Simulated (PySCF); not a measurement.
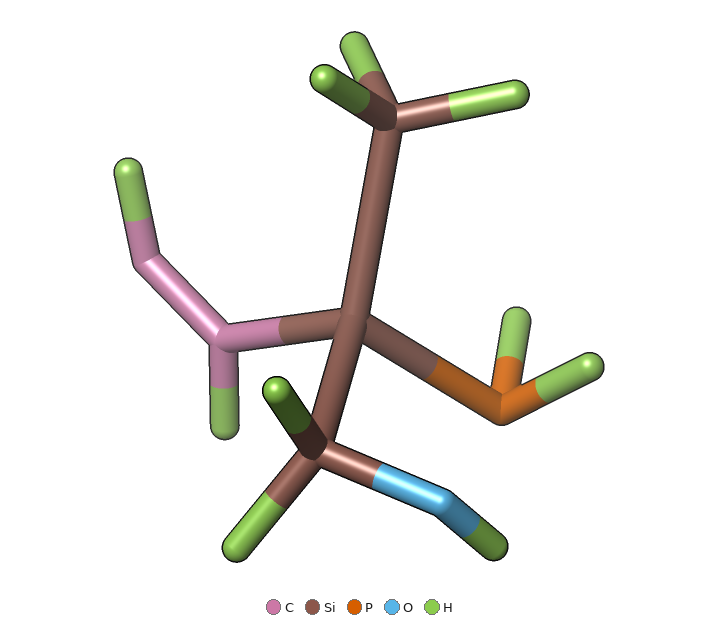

The species is neutral and a spin doublet. Computed geometry: GFN2-xTB optimisation. No frequency run is at hand to confirm it as a minimum. Properties computed with UKS B3LYP, pcH-1 on C H O P Si, non-relativistic (PySCF 2.14.0).

### What is the isotropic g value?

2.00223.

### Give the ⟨S²⟩ of the determinant at this level.

0.759.

The geometry is semi-empirical. Around P, Si such bond lengths and angles can be off by a tenth of an ångström or more and by several degrees, and values that hang on the shape move with them.
